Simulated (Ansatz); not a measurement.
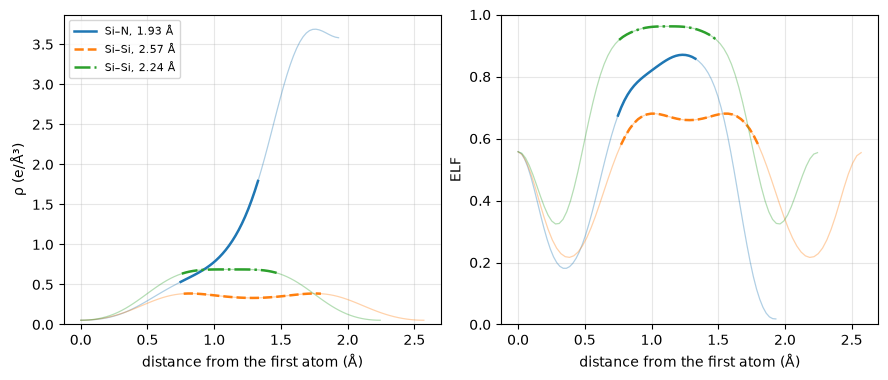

*Si2N. Valence pseudo-density and electron localisation function along straight lines between neighbouring atoms. Thin, pale parts lie inside the atomic spheres.*

Space group P6₄22; built by placing these elements on a known structure type; computed pressure about 20 GPa in this cell; computed without spin polarisation.

Level of theory: DFT, PAW plane waves, PBE in Ansatz.

Core electrons are frozen (PAW), and the valence fields are smoothed inside the atomic spheres.

**What can be read from the curves?**

Si–N (1.93 Å): ρ at the midpoint is about 0.74 e/Å³; the ELF peaks at about 0.85 between the atoms.
Si–Si (2.57 Å): ρ at the midpoint is about 0.33 e/Å³; the ELF peaks at about 0.70 between the atoms.
Si–Si (2.24 Å): the density is about 0.69 e/Å³ at the midpoint; the ELF peaks at about 0.95 between the atoms.
